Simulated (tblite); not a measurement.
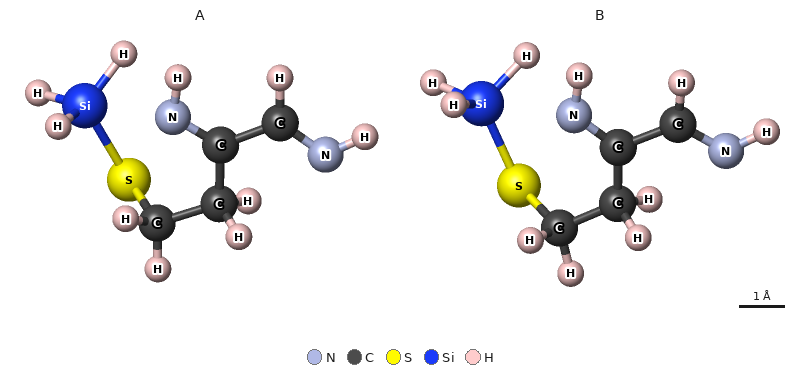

Two geometries of C₄H₁₀N₂SSi, drawn at one scale. One is the start of a relaxation, the other its converged end. The picture is a ball-and-stick view, seen at a tilt.

Computed with GFN2-xTB geometry optimisation, gas phase (tblite). 

> Which one is relaxed?

Structure A is the relaxed one. The largest moves after the best rigid fit, 0.50 Å, are those of H atoms. Largest moves by element: H 0.50 Å, S 0.32 Å, N 0.19 Å, Si 0.17 Å, C 0.13 Å. Among the contacts that change: N–Si 3.022 → 2.719 Å, C–H 1.140 → 1.089 Å, C–S 1.779 → 1.827 Å, C–C 1.448 → 1.491 Å. Bond angles that change, for instance: C–S–Si 118.7° → 103.5°, S–Si–H 113.2° → 100.8°, C–C–N 114.5° → 122.9°. Groups turn about C–S by about 25°. The energy falls by 0.793 eV in 99 geometry steps.
